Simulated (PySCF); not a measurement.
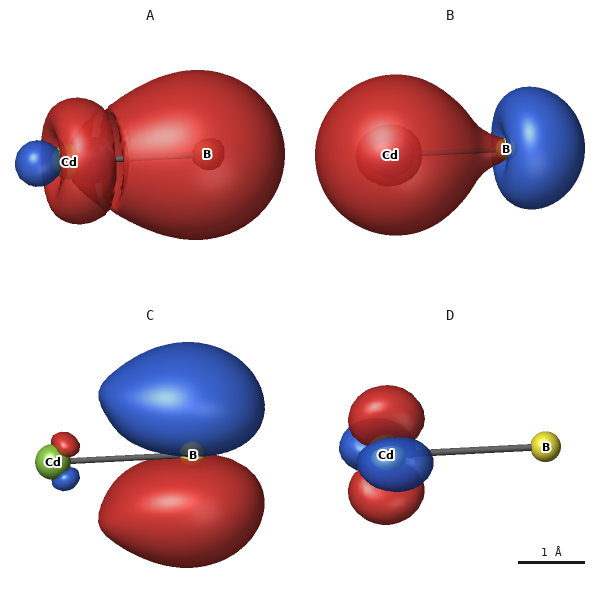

Figure. CdB (charge +1). Four frontier orbitals, each drawn at the value that holds 80 % of its norm (red and blue are the two phases), in no order; of a degenerate pair one member is drawn.

Core potentials replace the inner electrons of Cd.

The calculation used PBE0/cc-pVDZ(-PP), non-relativistic Hamiltonian with scalar-relativistic core potentials where named, at a bond length of 2.517 Å (PySCF 2.14.0).

Label each orbital by symmetry, say whether it is occupied, and order them by energy.

Answer. Orbital D: δ, occupied, −21.00 eV; almost wholly on Cd.
Orbital A: σ, occupied, −17.82 eV; mainly on B (80 %).
Orbital B: σ, occupied, −12.71 eV; shared between the atoms (Cd 60 %, B 40 %).
Orbital C: π, empty, −8.96 eV; mainly on B (85 %).
